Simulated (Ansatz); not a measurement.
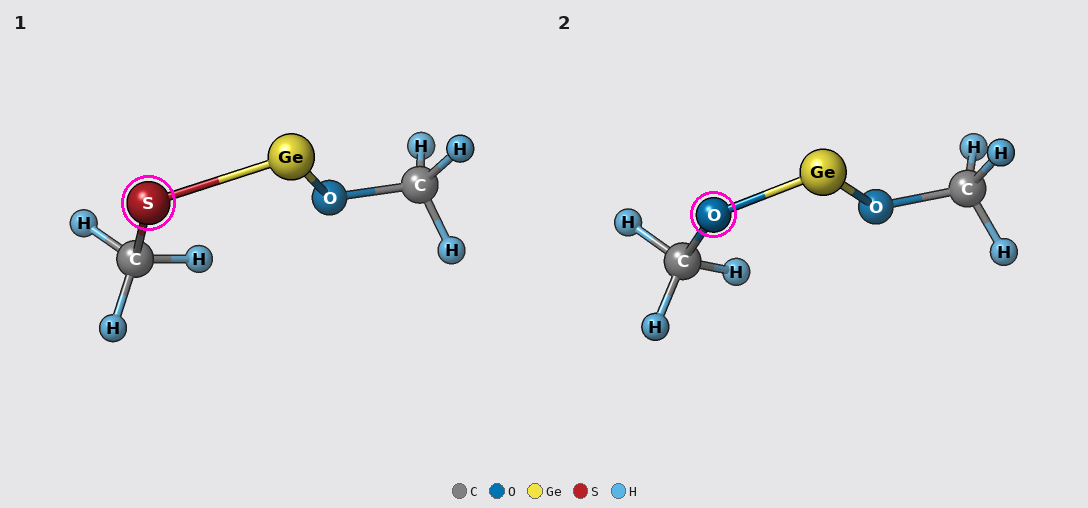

2 molecules with one skeleton, seen from the same side and at one scale; the atom that differs is circled. Charge 0, singlet. Computed geometries: PBE0-D4/def2-TZVP optimisations, one conformation each. Properties computed with Ansatz 0.2.0.

One atom differs, called X below: S in panel 1, O in panel 2. Their formulas are C2H6GeOS (`C[O][Ge][S]C`), C2H6GeO2 (`C[O][Ge][O]C`).

> In which is the length of X–Ge larger (PBE0-D4/def2-TZVP)?

In panel 1 (X = S).

> In which is the dipole moment larger (PBE0-D4/def2-TZVP)?

In panel 1 (X = S).

Give the values. With PBE0-D4/def2-TZVP: length of X–C (Å), length of X–Ge (Å), angle Ge–X–C (°), dipole moment (D), harmonic zero-point energy (kJ/mol). With ωB97M-V/def2-QZVPP: HOMO energy (Kohn–Sham orbital) (eV), HOMO–LUMO gap (eV).

```tsv
quantity	1 (S)	2 (O)	2 − 1
length of X–C (Å)	1.812	1.411	−0.401
length of X–Ge (Å)	2.227	1.770	−0.457
angle Ge–X–C (°)	107.5	128.4	+20.9
HOMO energy (Kohn–Sham orbital) (eV)	−9.06	−9.70	−0.64
HOMO–LUMO gap (eV)	9.07	9.97	+0.90
dipole moment (D)	1.79	1.34	−0.45
harmonic zero-point energy (kJ/mol)	212.5	219.3	+6.8
```
